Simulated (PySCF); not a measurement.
**C6H5FO2Si: density, localisation and related maps**

Input

```
{"job": {"kind": "nmr", "xc": "PBE0", "basis": "pcSseg-1"}, "charge": 0, "multiplicity": 1}
C      0.237829     3.079031    -1.548475
C      0.507551     2.240106    -0.731509
Si     0.924603     0.910120     0.475531
F      1.566370     1.562267     1.794041
C     -0.482608    -0.179531     0.916010
C     -1.409627    -0.906527     1.172274
C     -2.513588    -1.774381     1.492539
O      2.256905     0.044368    -0.026716
C      2.375473    -0.716940    -1.084136
O      1.528807    -0.931746    -1.896724
H      0.004870     3.822197    -2.255806
H     -2.481206    -2.041652     2.548195
H     -3.454630    -1.267504     1.282096
H     -2.456751    -2.682033     0.892755
H      3.391588    -1.149785    -1.131162
```

Command:

```sh
OMP_NUM_THREADS=1 python probes_run.py task.json out
```

Geometry: GFN2-xTB.

Method: PBE0/pcSseg-1, SCF density, gas phase, non-relativistic (PySCF 2.14.0).

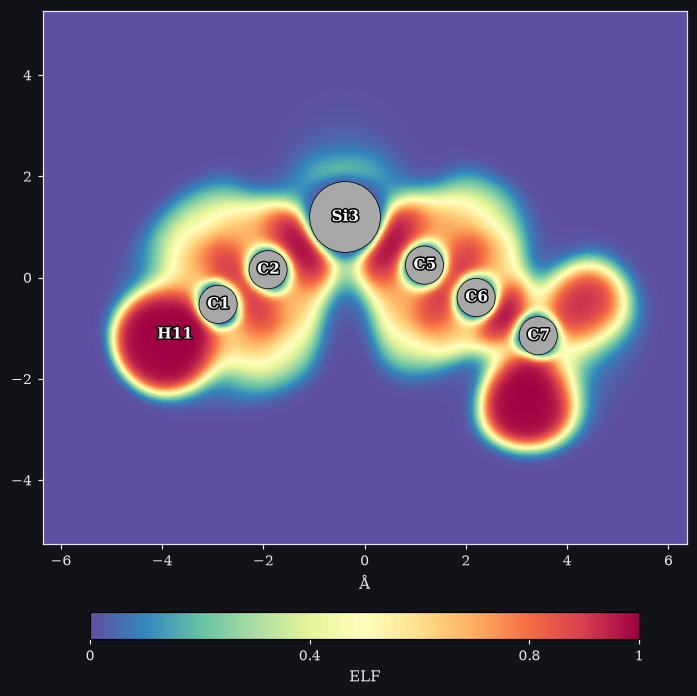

Figure 1. ELF on the plane of atoms C2, Si3 and C5. Grey discs cover the atomic cores.

Question: Interpret the plot.

Answer:
- The section cuts through C, Si and H sites.
- C–C (1.20 Å): the ELF peaks at about 0.85 between the atoms; a multiple bond.
- C–Si (1.83 Å): the ELF peaks at about 0.95 between the atoms; localised, covalent bonding.
- C–H (1.05 Å): the ELF climbs to about 1 towards the hydrogen, as it does in any bond to H (an ordinary covalent bond to hydrogen).

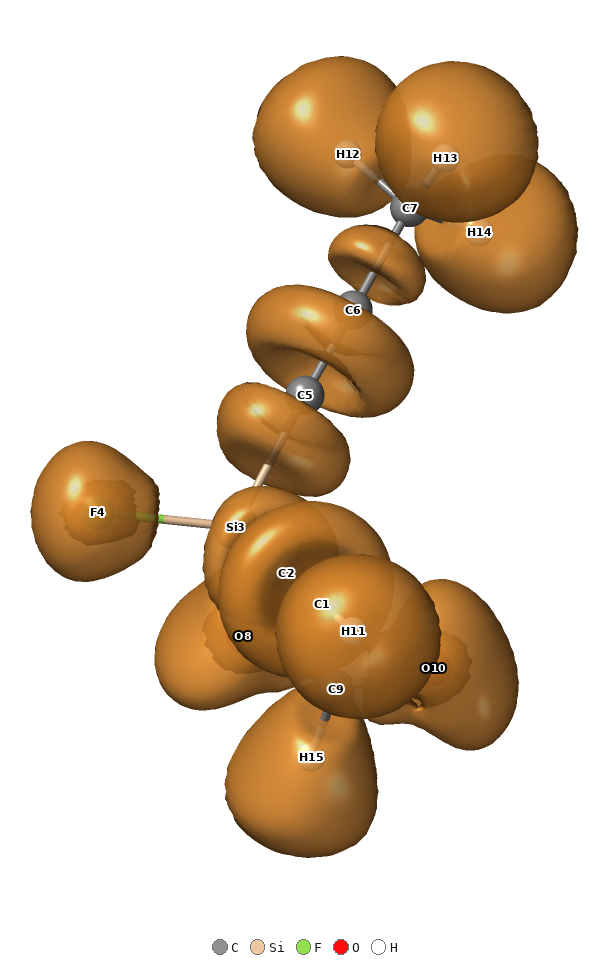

Figure 2. Isosurface of the ELF at 0.75 (orange), seen at an oblique angle. Only the valence region is drawn (cores and ρ < 0.01 e/Å³ removed).

Question: Where are the electrons localised?

Answer: The ELF exceeds this value in three regions between bonded C–C atoms (shared pairs), two regions between bonded C–Si atoms (shared pairs), five regions around hydrogen nuclei, two regions on O in which the atom's valence shell and bonds are merged and one region wrapped around F (its lone pairs, merged into a ring or cap). Along the contacts the grid gives the following. C–O (1.19 Å): the ELF peaks at about 0.85 between the atoms (a short, multiple covalent bond).

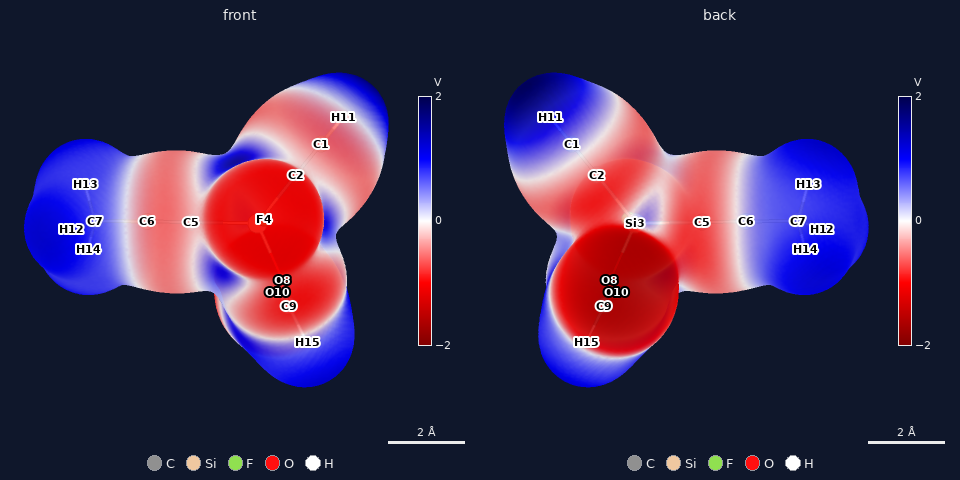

Figure 3. The molecular electrostatic potential painted on the density surface at 0.002 e/bohr³, seen from the front and from behind; the colour scale runs from red (negative) to blue (positive).

Question: Which sites attract a positive test charge, and which a negative one?

Answer: A positive charge is drawn to the negative regions and a negative charge to the positive ones. The most negative region (about −1.6 V) lies over O10, the most positive (about +1.8 V) over H11. O10 is the likeliest acceptor of a hydrogen bond.
